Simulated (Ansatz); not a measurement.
# CH5Al (AlH2Me) at MP2/STO-3G

What is the energy change on altering one bond length of CH5Al (AlH2Me) at MP2/STO-3G? 

The calculation is run with Ansatz 0.2.0.

56 further runs of the same task are left out: 2 that didn't finish, 54 set aside as unsound or not needed.

## 1. The system as given

CH5Al: 7 atoms, total charge 0, spin state singlet. SMILES: `[H][Al]([H])[CH3]`. Geometry: a GFN2-xTB relaxation, a rough one for these elements and not checked as a minimum.

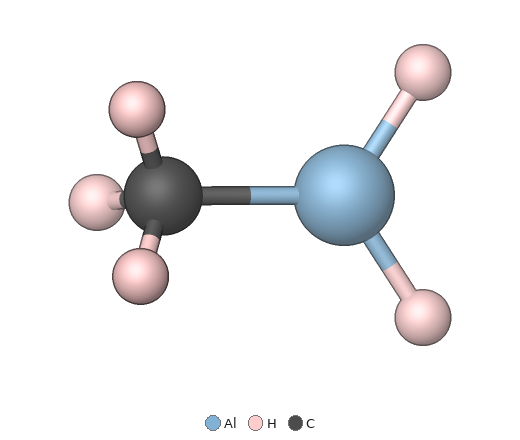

The structure, seen from a chosen angle (aluminium light blue, hydrogen pink, carbon dark grey).

## 2. The energy at MP2/STO-3G

molecule.yaml

```yaml
crystal:
  periodic: [false, false, false]
  atoms:
    - symbol: Al
      position_ang: [0.532240, 0.925980, -0.002840]
    - symbol: H
      position_ang: [2.079610, 1.030730, 0.039470]
    - symbol: H
      position_ang: [-0.157080, 2.315610, -0.032820]
    - symbol: C
      position_ang: [-0.456800, -0.794540, -0.002750]
    - symbol: H
      position_ang: [-0.578610, -1.223840, -1.005100]
    - symbol: H
      position_ang: [-1.469240, -0.690290, 0.408830]
    - symbol: H
      position_ang: [0.049890, -1.563640, 0.595200]
basis:
  gaussian:
    orbitals: STO-3G
correlation:
  method: mp2
  frozen_orbitals: {Al: 5, C: 1, H: 0}
accuracy: high
```

On the command line:

```sh
$ ansatz run molecule.yaml --threads 1 --pin off --max-ram 2610MiB --events-out events.jsonl --progress --plain --runs-dir runs
```

Standard output:

```text
Warning: RAYON_NUM_THREADS=1 ignored (pool sized by the plan → 1); use --threads N
Functional definition: HF
  name "HF"
  exchange = exact_x
  correlation = 0
336 factors; integrals over basis functions are off by at most 1.4e-8 eV
mean field evaluation 1: about -7599.9542 eV, gradient 1.3e1 eV
mean field evaluation 2: about -7599.9859 eV, gradient 1.3e1 eV
mean field evaluation 4: about -7600.7038 eV, gradient 5.8e-1 eV
mean field evaluation 8: about -7600.7044 eV, gradient 1.4e-6 eV
mean field -7600.70438214 eV, -279.3207341012 hartree, gradient 7.7e-8 eV, S^2 0.000000; 0 other end points of the search recorded, 0 dependent functions left out
6 core orbitals not correlated: weight in the atoms' cores, before any rotation towards them, 0.999 or more for the frozen orbitals, at most 0.000 for the correlated occupied ones
reference -7600.70438214 eV, -279.3207341012 hartree; 6, 6 occupied and 7, 7 virtual orbitals, 336 factors
second order -2.30980377 eV of doubles, -0.00000000 eV of singles
Total energy: -7603.01418591 eV, -279.4056178242 hartree
```

Wall time 0.1 s (1 thread of Arm Neoverse V2, shared host).

## 3. The distorted shape at the same level

in.yaml

```yaml
basis:
  gaussian: {orbitals: STO-3G}
crystal:
  periodic: [false, false, false]
  atoms:
    - {symbol: Al, position_ang: [0.704585, 0.578543, 0.004656]}
    - {symbol: H, position_ang: [2.251955, 0.683293, 0.046966]}
    - {symbol: H, position_ang: [-0.157080, 2.315610, -0.032820]}
    - {symbol: C, position_ang: [-0.284455, -1.141977, 0.004746]}
    - {symbol: H, position_ang: [-0.406265, -1.571277, -0.997604]}
    - {symbol: H, position_ang: [-1.296895, -1.037727, 0.416326]}
    - {symbol: H, position_ang: [0.222235, -1.911077, 0.602696]}
total_charge: 0
correlation: {method: mp2, frozen_orbitals: {Al: 5, C: 1, H: 0}}
accuracy: high
```

On the command line:

```sh
$ ansatz run in.yaml --threads 1 --pin off --max-ram 2610MiB --events-out events.jsonl --progress --plain --runs-dir runs
```

Standard output:

```text
Warning: RAYON_NUM_THREADS=1 ignored (pool sized by the plan → 1); use --threads N
[... 4 set-up lines as earlier in the session ...]
334 factors; integrals over basis functions are off by at most 7.7e-9 eV
mean field evaluation 1: about -7597.8766 eV, gradient 1.5e1 eV
mean field evaluation 2: about -7597.9062 eV, gradient 1.4e1 eV
mean field evaluation 4: about -7599.0256 eV, gradient 7.7e-1 eV
mean field evaluation 8: about -7599.0271 eV, gradient 4.8e-5 eV
mean field -7599.02708863 eV, -279.2590947017 hartree, gradient 1.0e-7 eV, S^2 0.000000; 0 other end points of the search recorded, 0 dependent functions left out
6 core orbitals not correlated: weight in the atoms' cores, before any rotation towards them, 0.999 or more for the frozen orbitals, at most 0.000 for the correlated occupied ones
reference -7599.02708863 eV, -279.2590947017 hartree; 6, 6 occupied and 7, 7 virtual orbitals, 334 factors
second order -2.52160674 eV of doubles, -0.00000000 eV of singles
Total energy: -7601.54869538 eV, -279.3517620403 hartree
```

Run time: 0.1 s. Hardware: 1 thread of Arm Neoverse V2, shared host.

## 4. What came out

At MP2/STO-3G, 6 core orbitals frozen:

| quantity | value |
| --- | --- |
| first shape: total energy | -279.40562 Eh |
| first shape: correlation energy (6 core orbitals frozen) | -84.9 mEh |
| distorted shape: total energy | -279.35176 Eh |
| distorted shape: correlation energy (6 core orbitals frozen) | -92.7 mEh |
| energy change with the Al1–H3 bond stretched from 1.551 to 1.939 Å | 1.465 eV |

What this shows: With the Al1–H3 bond stretched from 1.551 to 1.939 Å the energy rises by 1.47 eV (34 kcal/mol). The first shape isn't relaxed at this level, so the change isn't measured from a minimum. The minimal basis adds a large error of its own.
